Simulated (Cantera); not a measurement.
A closed system holds: 1 mol SrCl₂, a varied amount of O₂, 55 mol H₂, at 1800 °C and 0.210 Pa.

Cantera equilibrium calculation (NASA polynomials, part measured and part estimated; ideal gas, pure solids and liquids). Candidate condensed phases: H₂O, Sr, SrCl₂, SrO, Sr(OH)₂; 20 gas species. Equilibrium is a limit: real reactors are often held back by kinetics, nucleation or transport.

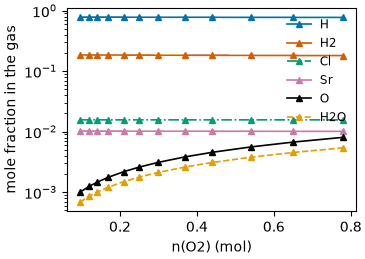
Fig. 1. Equilibrium gas composition (values under 1e-9 drawn at 1e-9)

Problem. Read off the mole fractions at 0.25 mol O₂.

Solution. H about 0.78, H₂ about 0.18, Cl about 0.016, Sr about 0.010, O about 0.0026, H₂O about 0.0018.
